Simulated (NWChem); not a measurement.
# UPKZB/6-31G(d)/SBKJC-VDZ (core potential, spherical functions) run of CH4In (SMILES [CH3][InH])

What is the energy difference between two shapes of CH4In at UPKZB/6-31G*/SBKJC-VDZ (core potential, spherical functions)? 

The calculation is run with NWChem 7.3.0.

2 further runs of the same task are left out: 2 set aside as unsound or not needed.

## 1. Starting point

CH4In: 6 atoms, total charge 0, spin state doublet. As SMILES, `[CH3][InH]`. Geometry: relaxed at PBE0-D4/def2-TZVP.

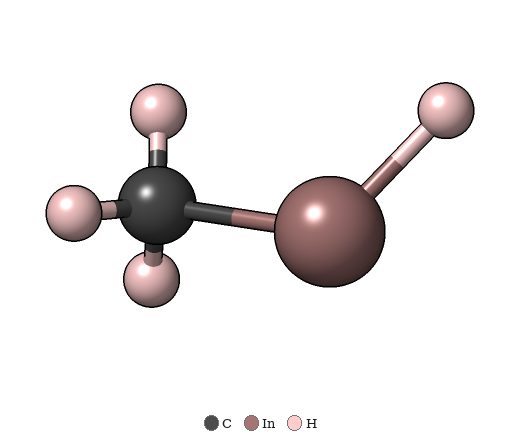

Viewed from a chosen angle; carbon dark grey, indium brown, hydrogen pink.

## 2. The charge distribution at UPKZB/6-31G(d)/SBKJC-VDZ (core potential, spherical functions)

The input, run.nw:

```
start run
title "CH4In properties"
memory total 2200 mb
charge 0

geometry noautosym nocenter noautoz
   C     -0.193800    -0.431900    -0.581700
   In     1.078700     0.643900     0.838400
   H     -1.243800    -0.290500    -0.319800
   H      0.052000    -1.494800    -0.558700
   H     -0.011800    -0.057300    -1.590300
   H      0.361000     1.566900     2.166000
end

basis spherical bse
   * library 6-31G* except In
   In library SBKJC-VDZ
end

ecp bse
   In library SBKJC-VDZ
end

dft
   xc xpkzb99 cpkzb99
   mult 2
   grid fine
   maxiter 150
   mulliken
   print medium
end

property
   dipole
   esp
   octupole
end

task dft property
```

Launch:

```console
nwchem run.nw > run.out
```

Standard output:

```text
[...]
          Wavefunction type:  spin polarized.
          No. of atoms     :     6
          No. of electrons :    31
[...]
          Charge           :     0
          Spin multiplicity:     2
[...]
          AO basis - number of functions:    53
[...]
              XC Information
              --------------
                  PKZB metaGGA Exchange Functional  1.000
             PKZB99 metaGGA Correlation Functional  1.000
[...]
 d= 0,ls=0.0,diis     1   -229.3027965694 -2.89D+02  1.34D-02  4.61D-02     1.0
[...]
 d= 0,ls=0.0,diis     8   -229.3348099640  3.41D-08  7.75D-06  3.41D-07     6.5
[...]
         Total DFT energy =     -229.334809964024
      One electron energy =     -505.990132015998
           Coulomb energy =      240.050433566304
    Exchange-Corr. energy =      -23.184796094655
 Nuclear repulsion energy =       59.789684580324
[...]
      Total Density - Mulliken Population Analysis
     ---------------------------------------------
    Atom       Charge   Shell Charges
 -----------   ------   -------------------------------------------------------
    1 C    6     6.77   2.00  0.65  2.03  0.76  1.31  0.02
    2 In  21    20.63   0.84  3.41  1.14  2.55  0.79  0.62  0.71  0.56  6.14  2.95  0.91
    3 H    1     0.82   0.52  0.30
    4 H    1     0.82   0.52  0.30
    5 H    1     0.82   0.52  0.30
    6 H    1     1.14   0.46  0.68
[...]
      <S2> =      0.7515 (Exact =     0.7500)
[...]
   Dipole moment        0.7588776204 Debye(s)
             DMX        0.0164597506 DMXEFC        0.0000000000
             DMY       -0.4422636037 DMYEFC        0.0000000000
             DMZ       -0.6164634817 DMZEFC        0.0000000000
   -EFC- dipole         0.0000000000 DEBYE(S)
   Total dipole         0.7588776204 DEBYE(S)
[...]
```

It took 7.2 s on 1 thread of AMD EPYC 9R45 (Zen 5), shared host; peak memory 0.12 GiB.

Atomic charges (e):

| atom | Mulliken | Löwdin |
| --- | --- | --- |
| C1 | -0.770 | -0.580 |
| In2 | +0.370 | +0.230 |
| H3 | +0.180 | +0.140 |
| H4 | +0.180 | +0.140 |
| H5 | +0.180 | +0.140 |
| H6 | -0.140 | -0.080 |

## 3. The distorted shape, same level

The input, calc.nw:

```
start calc
title "CH4In"
memory total 2200 mb
geometry units bohr noautosym nocenter noautoz
  C     -0.34972028    -0.70808038    -1.14884577
  In     2.09257500     1.29394461     1.60820606
  H     -2.35376538    -0.59913389    -0.53514776
  H      0.04429896    -2.85619443    -1.11661460
  H     -0.04173838    -0.06928681    -2.91035776
  H      0.73689870     2.85419887     4.07465960
end
basis spherical bse
  * library 6-31G* except In
  In library SBKJC-VDZ
end
ecp bse
  In library SBKJC-VDZ
end
dft
  xc xpkzb99 cpkzb99
  mult 2
  grid fine
  maxiter 150
  mulliken
  noprint "final vectors analysis"
end
property
  dipole
  esp
  octupole
end
task dft property
```

Launch:

```console
nwchem calc.nw > calc.out
```

Standard output:

```text
[...]
          Wavefunction type:  spin polarized.
          No. of atoms     :     6
          No. of electrons :    31
[...]
          Charge           :     0
          Spin multiplicity:     2
[...]
          AO basis - number of functions:    53
[...]
              XC Information
              --------------
                  PKZB metaGGA Exchange Functional  1.000
             PKZB99 metaGGA Correlation Functional  1.000
[...]
 d= 0,ls=0.0,diis     1   -229.2906399792 -2.89D+02  1.36D-02  4.80D-02     1.0
[...]
 d= 0,ls=0.0,diis     8   -229.3242600561 -5.94D-10  3.00D-06  5.11D-08     6.6
[...]
         Total DFT energy =     -229.324260056100
      One electron energy =     -505.451105430359
           Coulomb energy =      239.788669186881
    Exchange-Corr. energy =      -23.193135084824
 Nuclear repulsion energy =       59.531311272201
[...]
      Total Density - Mulliken Population Analysis
     ---------------------------------------------
    Atom       Charge   Shell Charges
 -----------   ------   -------------------------------------------------------
    1 C    6     6.76   2.00  0.66  2.03  0.76  1.30  0.02
    2 In  21    20.64   0.84  3.41  1.14  2.55  0.79  0.64  0.70  0.57  6.14  2.95  0.91
    3 H    1     0.83   0.52  0.31
    4 H    1     0.84   0.50  0.34
    5 H    1     0.80   0.55  0.25
    6 H    1     1.13   0.47  0.66
[...]
      <S2> =      0.7515 (Exact =     0.7500)
[...]
   Dipole moment        0.5061459378 Debye(s)
             DMX        0.0348663501 DMXEFC        0.0000000000
             DMY       -0.2796299881 DMYEFC        0.0000000000
             DMZ       -0.4204463316 DMZEFC        0.0000000000
   -EFC- dipole         0.0000000000 DEBYE(S)
   Total dipole         0.5061459378 DEBYE(S)
[...]
```

Wall time 7.2 s (1 thread of AMD EPYC 9R45 (Zen 5), shared host); peak memory 0.12 GiB.

Atomic charges (e):

| atom | Mulliken | Löwdin |
| --- | --- | --- |
| C1 | -0.760 | -0.570 |
| In2 | +0.360 | +0.230 |
| H3 | +0.170 | +0.140 |
| H4 | +0.160 | +0.130 |
| H5 | +0.200 | +0.140 |
| H6 | -0.130 | -0.070 |

## 4. Outcome

Level: UPKZB/6-31G*/SBKJC-VDZ (core potential, spherical functions).

| quantity | value |
| --- | --- |
| first shape: total energy | -229.33481 Eh |
| first shape: dipole moment | 0.76 D |
| first shape: HOMO energy (highest over α and β) | -3.80 eV |
| first shape: LUMO energy (lowest over α and β) | -2.52 eV |
| first shape: ⟨S²⟩ | 0.751 |
| distorted shape: total energy | -229.32426 Eh |
| distorted shape: dipole moment | 0.51 D |
| distorted shape: ⟨S²⟩ | 0.751 |
| energy change with the atoms displaced | 0.287 eV |

What this shows: With the atoms displaced the energy rises by 0.29 eV (27.7 kJ/mol). The first shape isn't relaxed at this level, so the change isn't measured from a minimum. Mulliken charges (first shape) run from -0.77 on C1 to +0.37 on In2. Mulliken charges (distorted shape) run from -0.76 on C1 to +0.36 on In2.
